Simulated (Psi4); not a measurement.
# Run report: SiF3, single-point calculation (part 2 of 2)

Continued. System: SiF3, multiplicity 2. Method: CCSD/aug-cc-pVDZ, UHF (Psi4 1.11). A bond length was changed on purpose from its optimised value.

Geometry of the input (Å):
```
F  0.9450  -0.6151  1.2893
Si -0.2828  0.2131  0.2343
F  -0.9943  -0.8922  -0.6443
F  0.4922  1.1862  -0.7416
```

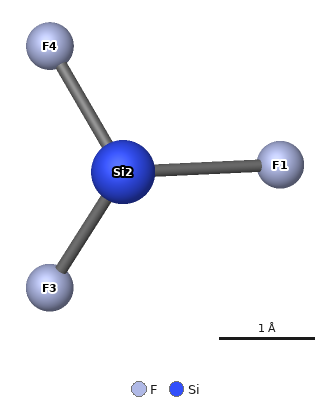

Fig. 1: The structure as given in the input (ball-and-stick view, seen on its broad side; atoms are numbered from 1 in the order of the input).

What the program printed, continued:
```
 OEINTS: Overlap, kinetic, potential, dipole, and quadrupole integrals
         stored in file 35.

      Computing two-electron integrals...done
      Computed 10495984 non-zero two-electron integrals.
        Stored in file 33.

	Wfn Parameters:
	--------------------
	Wavefunction         = CCSD
	Number of irreps     = 1
	Number of MOs        = 96
	Number of active MOs = 88
	AO-Basis             = NONE
	Semicanonical        = false
	Reference            = UHF
	Print Level          = 1

	IRREP	# MOs	# FZDC	# DOCC	# SOCC	# VIRT	# FZVR
	-----	-----	------	------	------	------	------
	 A	   96	    8	    12	    1	    75	    0
	Transforming integrals...
	IWL integrals will be deleted.
	(OO|OO)...
	Presorting SO-basis two-electron integrals.
	Sorting File: SO Ints (nn|nn) nbuckets = 1
	Constructing frozen core operators
	Starting AA/AB first half-transformation.
	Sorting AA/AB half-transformed integrals.
	Starting BB first half-transformation.
	Sorting BB half-transformed integrals.
	First half integral transformation complete.
	Starting AA second half-transformation.
	Starting AB second half-transformation.
	Starting BB second half-transformation.
	Two-electron integral transformation complete.
	(OO|OV)...
	Starting AA second half-transformation.
	Starting AB second half-transformation.
	Starting BB second half-transformation.
	Two-electron integral transformation complete.
	(OO|VV)...
	Starting AA second half-transformation.
	Starting AB second half-transformation.
	Starting BB second half-transformation.
	Two-electron integral transformation complete.
	(OV|OO)...
	Starting AA/AB first half-transformation.
	Sorting AA/AB half-transformed integrals.
	Starting BB first half-transformation.
	Sorting BB half-transformed integrals.
	First half integral transformation complete.
	Starting AA second half-transformation.
	Starting AB second half-transformation.
	Starting BB second half-transformation.
	Two-electron integral transformation complete.
	(OV|OV)...
	Starting AA second half-transformation.
	Starting AB second half-transformation.
	Starting BB second half-transformation.
	Two-electron integral transformation complete.
	(OV|VV)...
	Starting AA second half-transformation.
	Starting AB second half-transformation.
	Starting BB second half-transformation.
	Two-electron integral transformation complete.
	(VV|OO)...
	Starting AA/AB first half-transformation.
	Sorting AA/AB half-transformed integrals.
	Starting BB first half-transformation.
	Sorting BB half-transformed integrals.
	First half integral transformation complete.
	Starting AA second half-transformation.
	Starting AB second half-transformation.
	Starting BB second half-transformation.
	Two-electron integral transformation complete.
	(VV|OV)...
	Starting AA second half-transformation.
	Starting AB second half-transformation.
	Starting BB second half-transformation.
	Two-electron integral transformation complete.
	(VV|VV)...
	Starting AA second half-transformation.
	Starting AB second half-transformation.
	Starting BB second half-transformation.
	Two-electron integral transformation complete.
	Frozen core energy     =   -624.65227500084939

	Size of irrep 0 of <AB|CD> integrals:      7.701 (MW) /     61.605 (MB)
	Total:                                     7.701 (MW) /     61.605 (MB)

	Size of irrep 0 of <ab|cd> integrals:      8.123 (MW) /     64.980 (MB)
	Total:                                     8.123 (MW) /     64.980 (MB)

	Size of irrep 0 of <Ab|Cd> integrals:     32.490 (MW) /    259.920 (MB)
	Total:                                    32.490 (MW) /    259.920 (MB)

	Size of irrep 0 of <IA|BC> integrals:      5.484 (MW) /     43.875 (MB)
	Total:                                     5.484 (MW) /     43.875 (MB)

	Size of irrep 0 of <ia|bc> integrals:      5.268 (MW) /     42.142 (MB)
	Total:                                     5.268 (MW) /     42.142 (MB)

	Size of irrep 0 of <Ia|Bc> integrals:      5.632 (MW) /     45.053 (MB)
	Total:                                     5.632 (MW) /     45.053 (MB)

	Size of irrep 0 of <iA|bC> integrals:      5.130 (MW) /     41.040 (MB)
	Total:                                     5.130 (MW) /     41.040 (MB)

	Size of irrep 0 of tIjAb amplitudes:       0.889 (MW) /      7.114 (MB)
	Total:                                     0.889 (MW) /      7.114 (MB)

	Nuclear Rep. energy          =    168.91889670581833
	SCF energy                   =   -587.40690155854998
	One-electron energy          =   -240.42514466851162
	Two-electron (AA) energy     =     25.32341030003716
	Two-electron (BB) energy     =     22.09353662820051
	Two-electron (AB) energy     =     61.33467447675038
	Two-electron energy          =    108.75162140498804
	Reference energy             =   -587.40690155855464

	total time  =         29 seconds =       0.48 minutes
            **************************
            *                        *
            *        CCENERGY        *
            *                        *
            **************************

    Nuclear Rep. energy (wfn)     =  168.918896705818327
    SCF energy          (wfn)     = -587.406901558549976
    Reference energy    (file100) = -587.406901558554637

    Input parameters:
    -----------------
    Wave function   =     CCSD
    Reference wfn   =     UHF
    Brueckner       =     No
    Memory (Mbytes) =     2200.0
    Maxiter         =    100
    R_Convergence   =     1.0e-07
    E_Convergence   =     1.0e-09
    Restart         =     Yes
    DIIS            =     Yes
    AO Basis        =     NONE
    ABCD            =     NEW
    Cache Level     =     2
    Cache Type      =     LRU
    Print Level     =     1
    Num. of threads =     1
    # Amps to Print =     10
    Print MP2 Amps? =     No
    Analyze T2 Amps =     No
    Print Pair Ener =     No
    Local CC        =     No
    SCS-MP2         =     False
    SCSN-MP2        =     False
    SCS-CCSD        =     False

MP2 correlation energy -0.6973085072350078
                Solving CC Amplitude Equations
                ------------------------------
  Iter             Energy              RMS        T1Diag      D1Diag    New D1Diag    D2Diag
  ----     ---------------------    ---------   ----------  ----------  ----------   --------
     0        -0.697308507235008    0.000e+00    0.000000    0.000000    0.000000    0.000000
     1        -0.681746944561586    1.160e-01    0.020295    0.000000    0.000000    0.000000
     2        -0.697502657278852    3.439e-02    0.018973    0.000000    0.000000    0.000000
     3        -0.701600439926445    1.846e-02    0.022889    0.000000    0.000000    0.000000
     4        -0.701481146098903    4.588e-03    0.023849    0.000000    0.000000    0.000000
     5        -0.701273684140734    2.351e-03    0.024137    0.000000    0.000000    0.000000
     6        -0.701308777671458    9.060e-04    0.024264    0.000000    0.000000    0.000000
     7        -0.701330257926381    3.776e-04    0.024280    0.000000    0.000000    0.000000
     8        -0.701327872005056    1.456e-04    0.024279    0.000000    0.000000    0.000000
     9        -0.701331062316009    6.791e-05    0.024279    0.000000    0.000000    0.000000
    10        -0.701328957684073    2.776e-05    0.024280    0.000000    0.000000    0.000000
    11        -0.701328191055340    1.314e-05    0.024279    0.000000    0.000000    0.000000
    12        -0.701328444762303    5.528e-06    0.024280    0.000000    0.000000    0.000000
    13        -0.701328502161122    2.025e-06    0.024280    0.000000    0.000000    0.000000
    14        -0.701328563346073    9.607e-07    0.024280    0.000000    0.000000    0.000000
    15        -0.701328582867971    3.659e-07    0.024280    0.000000    0.000000    0.000000
    16        -0.701328582891361    1.840e-07    0.024280    0.000000    0.000000    0.000000
    17        -0.701328581813378    6.773e-08    0.024280    0.000000    0.000000    0.000000

    Iterations converged.

    Largest TIA Amplitudes:
              6   9        -0.0223491726
              6   4        -0.0195592360
             12   3        -0.0174888350
              4   5        -0.0173212939
              5   4        -0.0172973376
              8   5        -0.0167922277
              7  11        -0.0150306318
             10   9        -0.0148968060
             11   5        -0.0145677866
              5  20         0.0137758353

    Largest Tia Amplitudes:
              6   0        -0.0320005096
              6  10        -0.0210530616
              3   0         0.0208520475
             10   0         0.0203616993
              6   4         0.0195583765
              9   0         0.0176506915
              5   5        -0.0172407128
             10  10         0.0151690337
              7  12        -0.0140093023
              5  21         0.0134004280

    Largest TIJAB Amplitudes:
     11  10  49  48        -0.0096548594
     11  10  38  36        -0.0084618589
     12  10   9   4         0.0076818085
     12  11   5   4         0.0062374550
     10   9   9   4        -0.0057578156
     11  10  48   9        -0.0056891571
     11  10  39  36         0.0056034058
     10   9  56  49        -0.0055251543
     11  10  11   9        -0.0055078592
     10   2  57  49         0.0054879658

    Largest Tijab Amplitudes:
     11  10  50  49         0.0097667829
     11  10  39  37         0.0090814185
     10   9  10   0        -0.0089234453
     11  10  37  35        -0.0063264104
     10   9  57  50         0.0061154776
     10   9   9   0        -0.0060450299
     10   9  10   5         0.0060150937
     11  10  66  65        -0.0057901359
     10   2  58  50        -0.0054613660
     11   9  57  49         0.0054015080

    Largest TIjAb Amplitudes:
     10  10  49  50         0.0209694635
     11  11  48  49        -0.0175930115
     11  10  48  50        -0.0133809403
     10  11  49  49         0.0133014832
      8   8  50  51        -0.0120059706
     10  10   9  10         0.0116369611
     10  10   9  50        -0.0115392268
      2  10  57  50         0.0112128440
     10   2  49  58        -0.0109472892
     10  10  36  37         0.0108555153

    SCF energy       (wfn)                    = -587.406901558549976
    Reference energy (file100)                = -587.406901558554637

    Opposite-spin MP2 correlation energy      =   -0.503056791643631
    Same-spin MP2 correlation energy          =   -0.194251715591376
    Singles MP2 correlation energy            =   -0.000000000000000
    MP2 correlation energy                    =   -0.697308507235008
      * MP2 total energy                      = -588.104210065789630

    Opposite-spin CCSD correlation energy     =   -0.529314622967830
    Same-spin CCSD correlation energy         =   -0.172013958845548
    Singles CCSD correlation energy           =    0.000000000000000
    CCSD correlation energy                   =   -0.701328581813378
      * CCSD total energy                     = -588.108230140368050
```

Standard output:
```
E = -588.10823014
```

Summary:

- outcome: converged
- total energy: −588.108230 hartree
- SCF energy: −587.406902 hartree
- MP2 energy: −588.104210 hartree
- CCSD energy: −588.108230 hartree
- correlation energy: −0.701329 hartree
- basis functions: 96
- T1 diagnostic: 0.024
- ⟨S²⟩: 0.753
- wall time: 3.4 min
- peak memory: 0.72 GiB
